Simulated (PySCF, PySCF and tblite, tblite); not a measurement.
# C6H8BF: a path driven as rotation about a bond, and NMR exchange

Aim: the barrier and rate of rotation about a bond in C6H8BF (`C=C=C(BC)C(=C)F`), and what it does to NMR lines.

Programs: PySCF 2.14.0 with density-fitted response routines of our own, and tblite 0.8.0. All values are computed, except where a source is named. Atoms count from 0 throughout.

## Step 1: The starting structure

16 atoms, charge 0, multiplicity 1; geometry from: force field or distance geometry start.

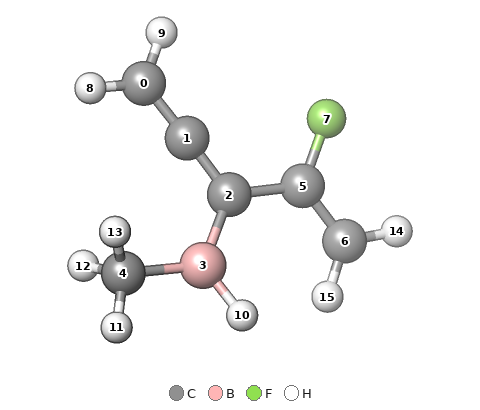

The starting geometry (carbon grey, boron pink, fluorine green, hydrogen white), atoms numbered.

## Step 2: GFN2-xTB relaxation, start minimum

What the job is given:

```
{"job": {"xc": "GFN2-xTB", "basis": "xTB", "kind": "relax"}, "charge": 0, "multiplicity": 1}
C     -0.150500     2.560600     0.368800
C     -0.255900     1.318400     0.002900
C     -0.332900     0.055900    -0.341500
B      0.820000    -0.917000     0.071500
C      2.019600    -0.448800     1.019300
C     -1.497500    -0.354800    -1.189200
C     -1.842200    -1.624800    -1.378200
F     -2.249800     0.611700    -1.765300
H      0.673500     2.886300     0.985700
H     -0.913800     3.272200     0.054800
H      0.841900    -2.035800    -0.323800
H      2.723100    -1.291300     1.171700
H      1.616100    -0.114400     2.002700
H      2.562300     0.393700     0.525000
H     -2.702800    -1.855400    -1.990400
H     -1.318900    -2.447400    -0.897300
```

Command:

```
> OMP_NUM_THREADS=1 python ens_run.py task.json out
```

This one command runs the whole study; its stages follow in the order run.

What it wrote:

```text
step      E/eV     max force
  0    -618.44701    1.544
  1    -618.52661    1.551
  2    -618.58068    1.307
  3    -618.61870    0.602
  4    -618.63996    0.315
  5    -618.64960    0.373
  6    -618.66550    0.390
  7    -618.68075    0.294
  8    -618.69253    0.351
  9    -618.71029    0.461
 10    -618.74121    0.751
 11    -618.78543    1.008
 12    -618.88174    1.080
 13    -618.98032    0.948
 14    -619.09307    0.875
 15    -619.18871    0.976
 16    -619.31499    1.124
 17    -619.42596    1.074
 18    -619.51345    0.823
 19    -619.63618    0.828
 20    -619.69711    0.839
 21    -619.78460    0.682
 22    -619.82595    0.866
 23    -619.87491    0.818
 24    -619.91507    0.634
 25    -619.95300    0.297
 26    -619.96839    0.296
 27    -619.97959    0.246
 28    -619.99035    0.208
 29    -619.99685    0.186
 30    -620.00105    0.174
 31    -620.00429    0.152
 32    -620.00839    0.147
 33    -620.01036    0.082
 34    -620.01168    0.070
 35    -620.01228    0.067
 36    -620.01287    0.059
 37    -620.01341    0.057
 38    -620.01388    0.042
 39    -620.01419    0.038
 40    -620.01441    0.031
 41    -620.01463    0.038
 42    -620.01490    0.037
 43    -620.01518    0.041
 44    -620.01542    0.051
 45    -620.01562    0.048
 46    -620.01583    0.037
 47    -620.01608    0.039
 48    -620.01635    0.041
 49    -620.01660    0.041
 50    -620.01682    0.046
 51    -620.01704    0.043
 52    -620.01725    0.033
 53    -620.01737    0.023
 54    -620.01742    0.014
 55    -620.01745    0.015
 56    -620.01747    0.014
 57    -620.01749    0.014
 58    -620.01751    0.016
 59    -620.01754    0.015
 60    -620.01758    0.016
 61    -620.01764    0.022
 62    -620.01770    0.019
 63    -620.01775    0.014
 64    -620.01778    0.013
 65    -620.01780    0.020
 66    -620.01783    0.021
 67    -620.01786    0.013
 68    -620.01788    0.011
 69    -620.01790    0.012
 70    -620.01794    0.017
 71    -620.01799    0.018
 72    -620.01803    0.016
 73    -620.01805    0.011
 74    -620.01806    0.006
 75    -620.01807    0.005
 76    -620.01807    0.005
 77    -620.01808    0.004
 78    -620.01808    0.003
 79    -620.01808    0.003
 80    -620.01808    0.004
 81    -620.01809    0.005
 82    -620.01809    0.005
 83    -620.01809    0.004
 84    -620.01810    0.005
 85    -620.01810    0.005
 86    -620.01810    0.006
 87    -620.01811    0.007
 88    -620.01811    0.006
 89    -620.01812    0.007
 90    -620.01813    0.006
 91    -620.01814    0.009
 92    -620.01815    0.011
 93    -620.01816    0.013
 94    -620.01818    0.013
 95    -620.01820    0.015
 96    -620.01824    0.020
 97    -620.01829    0.023
 98    -620.01835    0.018
 99    -620.01840    0.013
100    -620.01842    0.011
101    -620.01844    0.012
102    -620.01847    0.015
103    -620.01851    0.020
104    -620.01856    0.021
105    -620.01861    0.020
106    -620.01863    0.017
107    -620.01867    0.019
108    -620.01870    0.022
109    -620.01876    0.019
110    -620.01880    0.018
111    -620.01885    0.017
112    -620.01888    0.013
113    -620.01892    0.015
114    -620.01895    0.024
115    -620.01900    0.015
116    -620.01905    0.014
117    -620.01909    0.013
118    -620.01914    0.018
119    -620.01926    0.027
120    -620.01948    0.038
121    -620.01921    0.102
122    -620.02003    0.065
123    -620.02036    0.053
124    -620.01599    0.310
125    -620.02110    0.047
126    -620.02145    0.037
127    -620.01893    0.342
128    -620.02216    0.033
129    -620.02256    0.035
130    -620.02059    0.286
131    -620.02320    0.041
132    -620.02350    0.042
133    -620.02386    0.132
134    -620.02432    0.053
135    -620.02462    0.035
136    -620.02543    0.066
137    -620.02570    0.054
138    -620.02597    0.058
139    -620.02650    0.061
140    -620.02715    0.071
141    -620.02735    0.085
142    -620.02810    0.082
143    -620.02847    0.058
144    -620.02886    0.047
145    -620.02932    0.058
146    -620.03016    0.078
147    -620.03112    0.094
148    -620.03200    0.086
149    -620.03261    0.071
150    -620.03321    0.057
151    -620.03391    0.056
152    -620.03469    0.051
153    -620.03504    0.051
154    -620.03545    0.043
155    -620.03584    0.036
156    -620.03619    0.047
157    -620.03643    0.028
158    -620.03657    0.056
159    -620.03672    0.028
160    -620.03691    0.022
161    -620.03710    0.024
162    -620.03723    0.024
163    -620.03734    0.019
164    -620.03744    0.018
165    -620.03752    0.018
166    -620.03758    0.021
167    -620.03762    0.017
168    -620.03766    0.014
169    -620.03770    0.017
170    -620.03774    0.017
171    -620.03778    0.016
172    -620.03781    0.014
173    -620.03784    0.013
174    -620.03786    0.014
175    -620.03788    0.012
176    -620.03789    0.008
177    -620.03790    0.008
178    -620.03791    0.007
179    -620.03792    0.010
180    -620.03793    0.009
181    -620.03795    0.013
182    -620.03796    0.011
183    -620.03798    0.011
184    -620.03800    0.012
185    -620.03803    0.010
186    -620.03805    0.008
187    -620.03806    0.008
188    -620.03807    0.008
189    -620.03808    0.009
190    -620.03809    0.008
191    -620.03810    0.007
192    -620.03810    0.007
193    -620.03811    0.007
194    -620.03812    0.010
195    -620.03813    0.008
196    -620.03814    0.006
197    -620.03814    0.005
198    -620.03815    0.005
199    -620.03815    0.005
200    -620.03816    0.011
201    -620.03816    0.007
202    -620.03816    0.002
```

It took 0.61 s on 1 thread of AMD EPYC 9R45, shared host.

Relaxing gained 1.591 eV and moved the atoms by 0.64 Å on average (rms).

## Step 3: Relaxed scan, rotation

What the job is given:

```
{"job": {"xc": "GFN2-xTB", "basis": "xTB", "coordinate": [["t", [4, 3, 2, 1], 0.25], ["t", [4, 3, 2, 5], 0.25], ["t", [10, 3, 2, 1], 0.25], ["t", [10, 3, 2, 5], 0.25]], "kind": "drive"}, "charge": 0, "multiplicity": 1}
C     -0.089777     2.570948     0.216257
C     -0.236537     1.315932    -0.034253
C     -0.358531     0.021603    -0.268412
B      0.720727    -0.953537     0.271077
C      2.027701    -0.415793     0.957719
C     -1.546142    -0.422905    -1.004734
C     -1.819320    -1.629937    -1.478493
F     -2.458998     0.564467    -1.225816
H     -0.479309     3.021993     1.115151
H      0.419449     3.232381    -0.466624
H      0.562563    -2.110606     0.183461
H      2.906829    -0.768654     0.418206
H      2.125608    -0.821953     1.964339
H      2.093668     0.666943     1.026404
H     -2.735061    -1.814092    -2.011062
H     -1.140469    -2.447846    -1.346378
```

What it wrote:

```text
point  coordinate     E/eV
  0     98.900     -620.03249
  1    113.800     -620.02053
  2    128.700     -619.99887
  3    143.500     -619.95552
  4    158.600     -619.90627
  5    173.800     -619.87193
  6    189.100     -619.86702
  7    204.400     -619.90423
  8    219.300     -619.94726
  9    234.300     -619.98570
 10    249.100     -620.00410
 11    263.900     -620.00135
```

Run time: 1.8 s. Hardware: 1 thread of AMD EPYC 9R45, shared host.

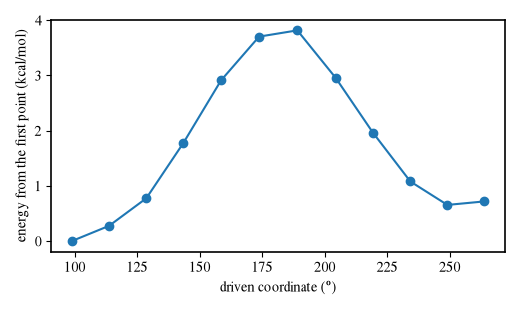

Energy along the scan.

## Step 4: Nudged elastic band, leg 1

The job, as its differences from that of step 3:

```diff
@@ -1,2 +1,2 @@
-{"job": {"xc": "GFN2-xTB", "basis": "xTB", "coordinate": [["t", [4, 3, 2, 1], 0.25], ["t", [4, 3, 2, 5], 0.25], ["t", [10, 3, 2, 1], 0.25], ["t", [10, 3, 2, 5], 0.25]], "kind": "drive"}, "charge": 0, "multiplicity": 1}
+{"job": {"xc": "GFN2-xTB", "basis": "xTB", "kind": "neb"}, "charge": 0, "multiplicity": 1}
 C     -0.089777     2.570948     0.216257
```

What it wrote:

```text
image   E - E0 / eV
  0       0.0000
  1       0.0190
  2       0.0764
  3       0.1670
  4       0.1459
  5       0.0609
  6       0.0278
```

Wall time 0.94 s (1 thread of AMD EPYC 9R45, shared host).

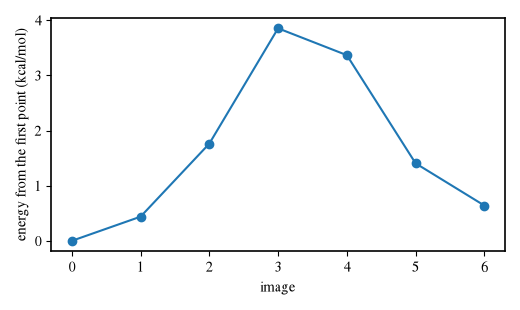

Energy along the band.

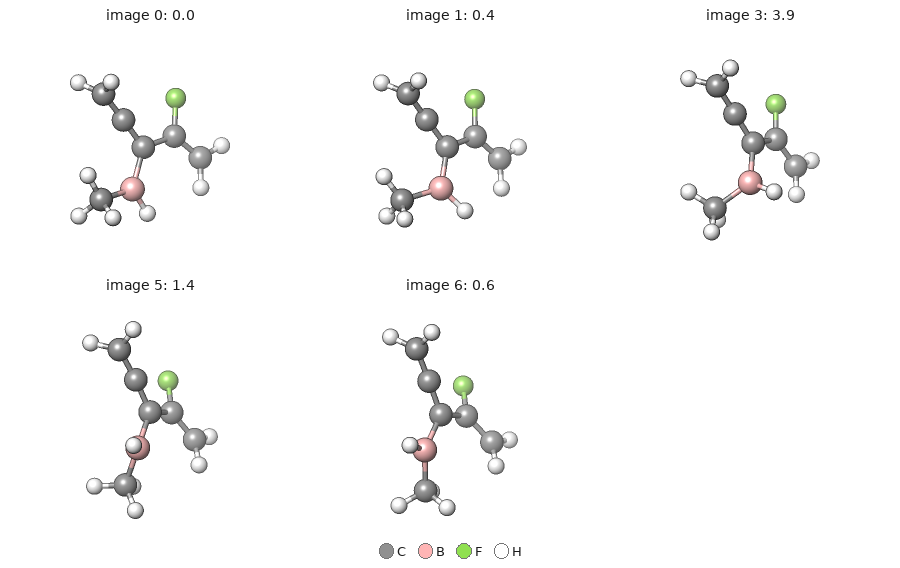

Images along the band, with energies in kcal/mol.

## Step 5: Saddle search, leg 1

What the job is given:

```
{"job": {"xc": "GFN2-xTB", "basis": "xTB", "kind": "saddle"}, "charge": 0, "multiplicity": 1}
C     -0.091396     2.869008    -0.066098
C     -0.180657     1.586887    -0.194972
C     -0.207294     0.285622    -0.348038
B      1.125952    -0.542076    -0.226791
C      1.640837    -0.932488     1.199751
C     -1.465073    -0.395747    -0.626322
C     -1.639262    -1.700403    -0.801386
F     -2.553807     0.412678    -0.687050
H     -0.217024     3.355592     0.888118
H      0.090739     3.513428    -0.911930
H      1.706354    -0.838355    -1.200325
H      2.658836    -1.311404     1.227460
H      0.993464    -1.714979     1.600169
H      1.560116    -0.105967     1.903765
H     -2.616361    -2.107002    -0.991645
H     -0.805422    -2.374796    -0.764707
```

What it wrote:

```text
step      E/eV     max force
  0    -619.87112   0.0639
  1    -619.87269   0.0724
  2    -619.87094   0.0484
  3    -619.86621   0.1039
  4    -619.87003   0.0310
  5    -619.86903   0.0670
  6    -619.86966   0.0180
  7    -619.86904   0.0234
  8    -619.86846   0.0343
  9    -619.86801   0.0367
 10    -619.86774   0.0375
 11    -619.86776   0.0274
 12    -619.86803   0.0557
 13    -619.86787   0.0157
 14    -619.86811   0.0200
 15    -619.86849   0.0263
 16    -619.86891   0.0147
 17    -619.86945   0.0309
 18    -619.87000   0.0417
 19    -619.87057   0.0426
 20    -619.87113   0.0405
 21    -619.87184   0.0403
 22    -619.87231   0.1216
 23    -619.87227   0.0186
 24    -619.87274   0.0391
 25    -619.87317   0.0526
 26    -619.87364   0.0325
 27    -619.87393   0.0784
 28    -619.87388   0.0127
 29    -619.87411   0.0254
 30    -619.87430   0.0314
 31    -619.87448   0.0192
 32    -619.87457   0.0354
 33    -619.87463   0.0066
 34    -619.87464   0.0233
 35    -619.87466   0.0036
lowest wavenumbers (cm-1): -88.9 56.4 68.6 111.1 143.9 146.9
```

Run time: 3.9 s. Hardware: 1 thread of AMD EPYC 9R45, shared host.

Point group C1; 1 imaginary mode, 89i cm⁻¹, carried by C4, H10, B3. Steps downhill from it reached both ends.

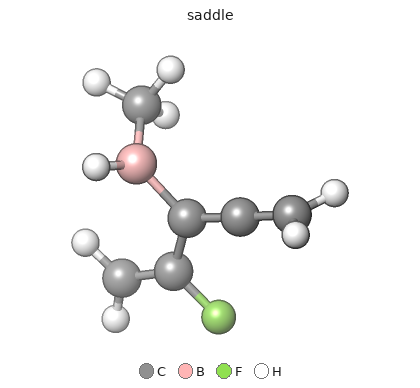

The saddle point.

## Step 6: Shieldings, start: PBE0/pcSseg-1

What the job is given:

```
{"job": {"kind": "nmr", "xc": "PBE0", "basis": "pcSseg-1", "pop": false}, "charge": 0, "multiplicity": 1}
C     -0.089777     2.570948     0.216257
C     -0.236537     1.315932    -0.034253
C     -0.358531     0.021603    -0.268412
B      0.720727    -0.953537     0.271077
C      2.027701    -0.415793     0.957719
C     -1.546142    -0.422905    -1.004734
C     -1.819320    -1.629937    -1.478493
F     -2.458998     0.564467    -1.225816
H     -0.479309     3.021993     1.115151
H      0.419449     3.232381    -0.466624
H      0.562563    -2.110606     0.183461
H      2.906829    -0.768654     0.418206
H      2.125608    -0.821953     1.964339
H      2.093668     0.666943     1.026404
H     -2.735061    -1.814092    -2.011062
H     -1.140469    -2.447846    -1.346378
```

What it wrote:

```text
coarse grid: 13648 points
cycle   1  E = -357.4738451168  dE =  9.955e-01  |g| = 5.981e-01  |ddm| = 3.816e+00
cycle   2  E = -357.4340135024  dE =  3.983e-02  |g| = 7.668e-01  |ddm| = 1.061e+00
cycle   3  E = -357.5482039751  dE = -1.142e-01  |g| = 1.239e-01  |ddm| = 6.077e-01
cycle   4  E = -357.5519699731  dE = -3.766e-03  |g| = 4.620e-02  |ddm| = 1.707e-01
cycle   5  E = -357.5524624575  dE = -4.925e-04  |g| = 1.685e-02  |ddm| = 5.075e-02
cycle   6  E = -357.5525189380  dE = -5.648e-05  |g| = 3.652e-03  |ddm| = 1.569e-02
cycle   7  E = -357.5525214572  dE = -2.519e-06  |g| = 1.305e-03  |ddm| = 3.526e-03
final grid: 133040 points
cycle   8  E = -357.6052375254  dE = -4.120e-05  |g| = 8.178e-03  |ddm| = 5.592e-02
cycle   9  E = -357.6052295418  dE =  7.984e-06  |g| = 1.043e-02  |ddm| = 1.846e-02
cycle  10  E = -357.6052538205  dE = -2.428e-05  |g| = 1.943e-03  |ddm| = 1.048e-02
cycle  11  E = -357.6052546246  dE = -8.041e-07  |g| = 2.610e-04  |ddm| = 1.843e-03
cycle  12  E = -357.6052546390  dE = -1.445e-08  |g| = 1.307e-04  |ddm| = 3.643e-04
cycle  13  E = -357.6052546429  dE = -3.868e-09  |g| = 2.764e-05  |ddm| = 1.467e-04
cycle  14  E = -357.6052546430  dE = -1.546e-10  |g| = 1.035e-05  |ddm| = 2.963e-05
converged SCF energy = -357.6052546430

GIAO shielding tensors (ppm)
atom      isotropic    diamagn.    paramagn.     s11        s22        s33       span
  0 C      108.409     263.865    -155.455     12.039    144.480    168.709    156.671
  1 C      -47.916     263.817    -311.734    -68.304    -62.974    -12.471     55.834
  2 C       77.757     261.741    -183.984     11.954     75.506    145.811    133.858
  3 B       26.198     191.335    -165.136    -44.712     -2.212    125.518    170.230
  4 C      174.578     253.610     -79.032    147.928    183.442    192.363     44.435
  5 C       15.627     245.913    -230.286    -91.288     65.616     72.552    163.840
  6 C       87.771     258.307    -170.536     -7.203    105.267    165.249    172.452
  7 F      264.845     474.912    -210.067    177.113    289.479    327.943    150.830
  8 H       26.356      30.341      -3.985     24.095     25.098     29.877      5.782
  9 H       26.349      30.034      -3.686     24.159     25.116     29.772      5.613
 10 H       24.235      32.253      -8.018     18.397     25.616     28.693     10.297
 11 H       30.920      29.503       1.417     27.042     28.527     37.192     10.150
 12 H       30.822      29.616       1.207     26.972     28.500     36.996     10.024
 13 H       30.263      33.128      -2.866     25.907     30.096     34.785      8.878
 14 H       26.563      28.103      -1.540     24.217     24.796     30.678      6.461
 15 H       26.488      33.025      -6.536     24.279     25.383     29.804      5.525
```

Wall time 10 s (1 thread of AMD EPYC 9R45, shared host); peak memory 0.81 GiB.

Key values: HOMO -6.96 eV, LUMO -1.84 eV; dipole 1.55 D.

[end of part 1 of 2]
